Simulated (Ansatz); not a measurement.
**Geometry relaxation, with input and output: GaPH$_{6}$O$_{2}$ (part 2 of 2)**

Continued. System: GaPH$_{6}$O$_{2}$. Method: RKS CAM-B3LYP-D4/def2-SVP (Ansatz 0.2.0). The input holds or restrains some coordinates. It belongs to a series of runs on one base structure; here: pulled along the bonds that form and break, towards end B.

Geometry of the input (Å):
```
Ga 0.0000  0.0000  0.0000
H  0.0000  0.0000  1.9200
O  1.5501  0.0000  -0.8950
H  1.8500  -0.9519  -1.0499
O  -1.5501  0.0000  -0.8950
H  -2.0598  -0.8467  -0.6865
P  0.1161  2.4551  0.8167
H  0.6765  2.4949  2.1208
H  0.9275  3.2117  -0.0697
H  0.0463  0.9790  1.9729
```

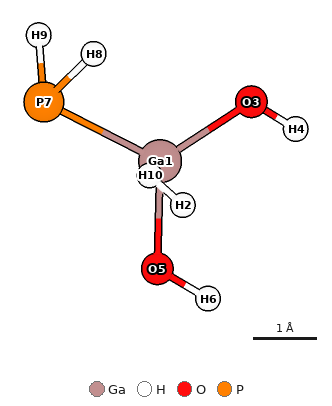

Fig. 1: The geometry at step 8 of the log (ball-and-stick view, seen at a tilt; atoms are numbered from 1 in the order of the input).

### The program's output, continued
```
relax step  16: F+E_penalty+E_count = -65848.76518245 eV  Δ(F+E_penalty+E_count) = -7.055e-3 eV  max|allowed force component| = 1.609e0 eV/Å  E_restraint = 0.05824363 eV  max|allowed force component, restraints' pulls added| = 1.481e-1 eV/Å  Δτ_max = 0.0465 Å  (26 SCF iters, accepted)
  distance Ga 0 - P 6 = 2.2896 Å
  distance H 9 - H 1 = 0.7218 Å
  distance Ga 0 - H 1 = 2.7695 Å
  distance H 9 - P 6 = 2.6278 Å
1121 factors; integrals over basis functions are off by at most 4.3e-4 eV
351 factors; integrals over basis functions are off by at most 1.1e-6 eV
mean field evaluation 128: about -65848.5825 eV, gradient 2.0e-2 eV
mean field -65848.58252214 eV, -2419.8907739163 hartree, gradient 4.8e-5 eV, S^2 0.000000; 1 other end points of the search recorded, 0 dependent functions left out
the calculation of the forces begins
reference -65848.58264539 eV, -2419.8907784458 hartree; 34, 34 occupied and 74, 74 virtual orbitals, 1121 factors
Total energy: -65848.76530571 eV, -2419.8974910885 hartree
Atom 0 at     0.043629     0.659582    -0.190982 Å, force    -0.004855     0.041158    -0.032613 eV/Å
Atom 1 at     0.077424    -0.221991     2.434260 Å, force     0.628638    -1.609500     0.013637 eV/Å
Atom 2 at     1.473408    -0.397508    -0.299560 Å, force    -0.022847    -0.002194    -0.002205 eV/Å
Atom 3 at     1.364039    -1.236712    -0.759935 Å, force     0.016015    -0.011945     0.001003 eV/Å
Atom 4 at    -1.481858     0.141885    -0.950921 Å, force     0.024038    -0.018381    -0.015122 eV/Å
Atom 5 at    -1.485704    -0.705054    -1.410668 Å, force    -0.012964     0.024318     0.005546 eV/Å
Atom 6 at     0.101403     2.619119     0.991966 Å, force     0.012344     0.200284    -0.166551 eV/Å
Atom 7 at     1.518049     2.572896     1.132540 Å, force     0.000401     0.011014    -0.014213 eV/Å
Atom 8 at     0.130065     3.459157    -0.161107 Å, force     0.008097    -0.021669     0.028837 eV/Å
Atom 9 at    -0.183855     0.450725     2.448706 Å, force    -0.648868     1.386915     0.181681 eV/Å
Dipole moment:     0.076441    -0.312888    -0.215920 e Å
```

### Trajectory as extended XYZ (Å, eV, eV/Å), 16 frames, from step=1 to step=16
```
10
Properties=species:S:1:pos:R:3:forces:R:3 step=1 energy=-65845.10497
Ga    0.0000    0.0000    0.0000    0.4314   4.1559  -0.1078
H     0.0000    0.0000    1.9200   -0.2039   0.7951   0.9122
O     1.5501    0.0000   -0.8950    0.5365  -3.0072   0.3078
H     1.8500   -0.9519   -1.0499   -0.2825   1.8006   0.0092
O    -1.5501    0.0000   -0.8950   -0.8563  -2.6421   1.1752
H    -2.0598   -0.8467   -0.6865    0.6513   1.6755  -0.6343
P     0.1161    2.4551    0.8167   -2.0502   0.4005  -1.4440
H     0.6765    2.4949    2.1208    0.7297   0.0074   0.0338
H     0.9275    3.2117   -0.0697    0.6764  -0.2054   0.5367
H     0.0463    0.9790    1.9729    0.3677  -2.9803  -0.7887
10
Properties=species:S:1:pos:R:3:forces:R:3 step=2 energy=-65846.52053
Ga    0.0052    0.1193   -0.1257    0.4546   4.3201   0.1061
H    -0.0015    0.0286    2.1108   -0.1790  -0.3263   0.6742
O     1.5723   -0.0150   -0.9056    0.8359  -2.2558  -0.0520
H     1.8490   -0.9487   -1.0504    0.0599   0.8382  -0.2461
O    -1.5702   -0.0126   -0.9026   -0.8899  -1.9779   0.5865
H    -2.0569   -0.8425   -0.6872    0.2012   0.8516  -0.4798
P     0.0954    2.4948    0.7185   -1.8552  -0.7778   0.7830
H     0.6738    2.4943    2.0958    0.2292  -0.0996  -1.4995
H     0.9456    3.2197   -0.0766    1.1983   0.4052  -0.2726
H     0.0438    0.8041    2.0574   -0.0549  -0.9777   0.4003
10
Properties=species:S:1:pos:R:3:forces:R:3 step=3 energy=-65847.24002
Ga    0.0137    0.2722   -0.2460    0.1615   2.9986   0.4105
H    -0.0037    0.0072    2.2553   -0.3117  -3.6320   0.6797
O     1.5951   -0.0374   -0.9138    0.6975  -1.0053  -0.0701
H     1.8511   -0.9532   -1.0554    0.1866  -0.1746  -0.3212
O    -1.5867   -0.0315   -0.9060   -0.3554  -0.8087   0.1723
H    -2.0569   -0.8438   -0.6883   -0.0821  -0.0310  -0.1653
P     0.0670    2.5178    0.6397   -1.6653  -0.5915   2.0951
H     0.6737    2.4916    2.0547   -0.2111  -0.0901  -2.1106
H     0.9679    3.2290   -0.0867    1.4266   0.4501  -0.5843
H     0.0353    0.6903    2.1808    0.1532   2.8845  -0.1061
10
Properties=species:S:1:pos:R:3:forces:R:3 step=4 energy=-65847.95639
Ga    0.0208    0.4545   -0.3132    0.3009   0.7029  -0.2940
H    -0.0135   -0.0649    2.3665   -0.3469  -3.5925   0.6738
O     1.6294   -0.0589   -0.9101   -0.4182  -0.0405   0.3607
H     1.8445   -0.9793   -1.0667   -0.0492  -0.3010  -0.2164
O    -1.5964   -0.0426   -0.9038    0.5035  -0.0159   0.2447
H    -2.0459   -0.8599   -0.6811    0.0563  -0.2200  -0.0237
P    -0.0031    2.5804    0.6125   -0.6825   0.4320   1.5069
H     0.6650    2.4872    1.9617   -0.3333  -0.1384  -1.6438
H     1.0150    3.2151   -0.0925    0.7068   0.0531  -0.2338
H     0.0407    0.6105    2.2609    0.2626   3.1202  -0.3745
10
Properties=species:S:1:pos:R:3:forces:R:3 step=5 energy=-65848.36602
Ga    0.0514    0.6208   -0.3188   -0.4410   1.1806   0.7355
H    -0.0586   -0.1354    2.3908   -0.3449  -1.8123   0.6398
O     1.5530   -0.0633   -0.7894    1.7560  -1.5084  -0.5138
H     1.6615   -0.9914   -1.0767   -0.2186   0.7827   0.1428
O    -1.4679   -0.0246   -0.8376   -1.4298  -0.8901  -0.2321
H    -1.8565   -0.8863   -0.6429    0.2394   0.1768  -0.1558
P    -0.1191    2.7055    0.6181    0.8097   0.4798   0.4313
H     0.6790    2.4265    1.8170   -0.4474   0.0544  -0.7115
H     1.0517    3.1579   -0.0813   -0.2259   0.0766   0.0532
H     0.0621    0.5324    2.1550    0.3026   1.4598  -0.3894
10
Properties=species:S:1:pos:R:3:forces:R:3 step=6 energy=-65848.57352
Ga    0.0299    0.6955   -0.3226    0.0802  -0.2755   0.0880
H    -0.1190   -0.1363    2.3185   -0.2702  -1.7936   0.5089
O     1.5695   -0.1101   -0.6953    0.0907  -0.2481  -0.1248
H     1.5657   -0.9781   -1.1250   -0.0905   0.2698   0.1022
O    -1.5218   -0.0632   -0.7174   -0.3752  -0.4618   0.0174
H    -1.7143   -1.0149   -0.7001    0.3182   0.4847  -0.0959
P    -0.0482    2.7534    0.6720   -0.0354   0.5144  -0.0815
H     0.7844    2.3820    1.7706    0.0320  -0.0187  -0.1743
H     1.0391    3.2642   -0.0907    0.0381   0.0610  -0.0052
H    -0.0288    0.5497    2.1242    0.2121   1.4679  -0.2347
10
Properties=species:S:1:pos:R:3:forces:R:3 step=7 energy=-65848.63526
Ga    0.0369    0.6683   -0.2746    0.0106  -0.0559  -0.2466
H    -0.2153   -0.0848    2.3816   -0.2770  -1.5948   0.2281
O     1.5698   -0.1111   -0.7351    0.0176  -0.0938   0.0188
H     1.5361   -0.9546   -1.2027   -0.0453   0.0791   0.0448
O    -1.5179   -0.0919   -0.6754   -0.1963  -0.5154   0.0105
H    -1.6229   -1.0469   -0.8224    0.2017   0.5103   0.0133
P    -0.0249    2.7332    0.7135    0.0971   0.3294  -0.0934
H     0.9226    2.2822    1.6776    0.0843   0.1505  -0.0309
H     0.9788    3.3225   -0.1207   -0.0931  -0.1116   0.0522
H    -0.1064    0.6251    2.2924    0.2005   1.3022   0.0032
10
Properties=species:S:1:pos:R:3:forces:R:3 step=8 energy=-65848.67502
Ga    0.0348    0.6690   -0.2508    0.0593  -0.0488  -0.1065
H    -0.3032   -0.1080    2.3894   -0.3997  -1.7052   0.1919
O     1.5607   -0.1370   -0.6924   -0.0092  -0.0324  -0.0153
H     1.5009   -0.9490   -1.2086   -0.0037   0.0068   0.0320
O    -1.5158   -0.1065   -0.6421   -0.1052  -0.2988  -0.0505
H    -1.5529   -1.0379   -0.9048    0.0981   0.3170   0.0427
P     0.0065    2.7178    0.7761    0.2379   0.3238  -0.0265
H     1.1027    2.3520    1.6261   -0.1064   0.0539  -0.1497
H     0.8689    3.3500   -0.1780   -0.1180  -0.0907   0.0605
H    -0.1460    0.5916    2.3194    0.3469   1.4745   0.0215
10
Properties=species:S:1:pos:R:3:forces:R:3 step=9 energy=-65848.70130
Ga    0.0475    0.6632   -0.2195   -0.0429  -0.0314  -0.1139
H    -0.3526   -0.1196    2.4092   -0.4281  -1.7709   0.0665
O     1.5635   -0.1619   -0.6622   -0.0116  -0.0008   0.0017
H     1.4904   -0.9712   -1.1802    0.0034  -0.0139   0.0241
O    -1.5076   -0.0966   -0.6397    0.0058  -0.0743  -0.0191
H    -1.5097   -0.9854   -1.0144    0.0350   0.0966   0.0169
P     0.0368    2.6910    0.8495    0.1508   0.2251  -0.1083
H     1.2639    2.3750    1.5105   -0.0338   0.0343  -0.0397
H     0.7073    3.3686   -0.2163   -0.0658  -0.0266   0.0387
H    -0.1829    0.5790    2.3972    0.3871   1.5619   0.1330
10
Properties=species:S:1:pos:R:3:forces:R:3 step=10 energy=-65848.71862
Ga    0.0524    0.6568   -0.2079   -0.0072  -0.0418  -0.0647
H    -0.3507   -0.1479    2.4135   -0.2120  -1.4666  -0.0623
O     1.5599   -0.1937   -0.6323   -0.0196  -0.0288  -0.0248
H     1.4773   -1.0177   -1.1264    0.0122   0.0158   0.0371
O    -1.5054   -0.0870   -0.6533    0.0600  -0.3150  -0.2051
H    -1.4822   -0.9365   -1.1236   -0.0042   0.3701   0.2016
P     0.0773    2.6569    0.9128    0.6030   0.4210  -0.3208
H     1.4199    2.4331    1.4091   -0.4183   0.0324  -0.1900
H     0.5495    3.4105   -0.2342   -0.1905  -0.2514   0.3780
H    -0.2413    0.5677    2.4768    0.1767   1.2644   0.2509
10
Properties=species:S:1:pos:R:3:forces:R:3 step=11 energy=-65848.72461
Ga    0.0651    0.6611   -0.1854   -0.0988  -0.0144  -0.1276
H    -0.3185   -0.1690    2.4309   -0.1279  -1.7192  -0.0009
O     1.5663   -0.2100   -0.5918   -0.0178   0.0055   0.0151
H     1.4786   -1.0345   -1.0835    0.0029   0.0075   0.0298
O    -1.4954   -0.0474   -0.6737    0.0297  -0.1876  -0.1229
H    -1.4815   -0.8916   -1.1457   -0.0045   0.1927   0.1057
P     0.0827    2.6621    0.9315    0.3858   0.1641  -0.2230
H     1.4422    2.4122    1.3268   -0.2008   0.1312  -0.0334
H     0.4750    3.4095   -0.2309   -0.0672  -0.0969   0.1668
H    -0.2577    0.5495    2.4560    0.0986   1.5171   0.1904
10
Properties=species:S:1:pos:R:3:forces:R:3 step=12 energy=-65848.73070
Ga    0.0563    0.6556   -0.1738    0.0522  -0.0144  -0.1117
H    -0.2173   -0.2222    2.4420    0.1842  -1.7617   0.0513
O     1.5488   -0.2650   -0.4979   -0.0435   0.0135   0.0285
H     1.4622   -1.0963   -0.9774    0.0007  -0.0061   0.0105
O    -1.4978    0.0141   -0.7590   -0.0020   0.0555   0.0246
H    -1.4932   -0.8313   -1.2184    0.0018  -0.0349  -0.0289
P     0.1085    2.6367    0.9760    0.2529   0.3116  -0.2393
H     1.5131    2.5351    1.1859    0.0208  -0.1469   0.2046
H     0.3630    3.4200   -0.1881   -0.2558   0.0348  -0.0781
H    -0.2872    0.4953    2.4450   -0.2114   1.5486   0.1384
10
Properties=species:S:1:pos:R:3:forces:R:3 step=13 energy=-65848.74971
Ga    0.0763    0.6742   -0.2012   -0.3038   0.0807   0.0996
H    -0.0693   -0.2326    2.4145    0.4774  -1.7700   0.0354
O     1.5233   -0.3301   -0.4025    0.1542  -0.0940  -0.0369
H     1.4076   -1.1819   -0.8367    0.0249  -0.0279  -0.0113
O    -1.4870    0.0870   -0.8283    0.0752   0.0118  -0.0471
H    -1.4914   -0.7517   -1.3028   -0.0116   0.0219   0.0011
P     0.1164    2.6318    0.9890    0.0661   0.1307  -0.2439
H     1.5284    2.5445    1.1605    0.0074   0.0515   0.0038
H     0.2051    3.4378   -0.1846    0.0086   0.0517   0.0398
H    -0.2527    0.4632    2.4262   -0.4985   1.5438   0.1596
10
Properties=species:S:1:pos:R:3:forces:R:3 step=14 energy=-65848.75813
Ga    0.0215    0.6438   -0.1698    0.1372   0.0833  -0.1584
H     0.0553   -0.2156    2.4648    0.5644  -1.7169   0.0060
O     1.4716   -0.3861   -0.3092   -0.0857   0.0541   0.0670
H     1.3751   -1.2102   -0.7965    0.0146  -0.0717  -0.0284
O    -1.4834    0.1378   -0.9745   -0.0107  -0.0327   0.0368
H    -1.4847   -0.7172   -1.4187   -0.0126   0.0178  -0.0028
P     0.0986    2.6155    0.9909    0.0357   0.2339  -0.1135
H     1.5155    2.5608    1.1324   -0.0167  -0.0330   0.0086
H     0.1535    3.4441   -0.1685   -0.0395  -0.0322  -0.0014
H    -0.1664    0.4693    2.4834   -0.5869   1.4975   0.1861
10
Properties=species:S:1:pos:R:3:forces:R:3 step=15 energy=-65848.79513 accepted=F
Ga    0.0435    0.6558   -0.1887    0.0026  -0.0299  -0.0885
H     0.2077   -0.1999    2.4513   -0.0870   0.0285   0.0222
O     1.4582   -0.4331   -0.2546   -0.1193   0.1010   0.0135
H     1.3414   -1.2724   -0.7118    0.0116  -0.0420  -0.0166
O    -1.4771    0.1757   -0.9925    0.1297   0.0024   0.0441
H    -1.4863   -0.6704   -1.4540   -0.0142   0.0188   0.0054
P     0.1093    2.6088    1.0047    0.0425   0.3039  -0.2970
H     1.5340    2.5894    1.1024   -0.0883   0.0214  -0.0362
H     0.0695    3.4680   -0.1448    0.0538  -0.1369   0.1688
H    -0.2436    0.4204    2.4224    0.0686  -0.2673   0.1843
10
Properties=species:S:1:pos:R:3:forces:R:3 step=16 energy=-65848.76518
Ga    0.0436    0.6596   -0.1910   -0.0049   0.0412  -0.0326
H     0.0774   -0.2220    2.4343    0.6286  -1.6095   0.0136
O     1.4734   -0.3975   -0.2996   -0.0228  -0.0022  -0.0022
H     1.3640   -1.2367   -0.7599    0.0160  -0.0119   0.0010
O    -1.4819    0.1419   -0.9509    0.0240  -0.0184  -0.0151
H    -1.4857   -0.7051   -1.4107   -0.0130   0.0243   0.0055
P     0.1014    2.6191    0.9920    0.0123   0.2003  -0.1666
H     1.5180    2.5729    1.1325    0.0004   0.0110  -0.0142
H     0.1301    3.4592   -0.1611    0.0081  -0.0217   0.0288
H    -0.1839    0.4507    2.4487   -0.6489   1.3869   0.1817
```

### Summary

- outcome: converged under the restraints of the input
- total energy: −65848.7653 eV
- mean-field energy: −65848.5826 eV
- largest force (length of the vector) at the end, held atoms and coordinates included: 1.728 eV/Å
- hardware: 4 threads of Arm Neoverse V2, 24 GiB of memory available, shared host
- wall time: 29 s (CPU time 1.7 min)
- peak memory: 0.32 GiB
